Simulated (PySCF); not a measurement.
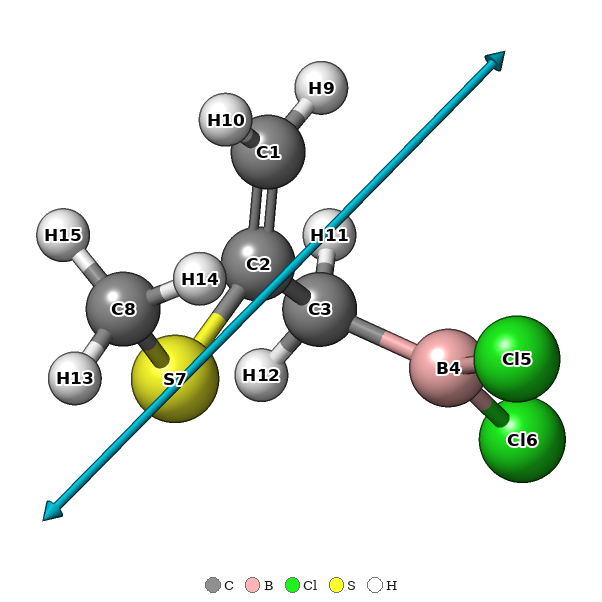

The double arrow shows the direction of the transition dipole to excited singlet state 5 (its length means nothing). Computed geometry: GFN2-xTB optimisation. No frequency run is at hand to confirm it as a minimum. Level of theory: TDDFT PBE0/def2-SVPD, vertical, gas phase, core orbitals frozen in the response (PySCF 2.14.0).

Question: Where does the transition lie, and how strong is it?

Answer: 5.73 eV (216 nm), oscillator strength 0.019, mainly HOMO−1 → LUMO (weight 0.87); transition dipole 0.93 D.

The geometry is semi-empirical. Around B such bond lengths and angles can be off by a tenth of an ångström or more and by several degrees, and values that hang on the shape move with them.
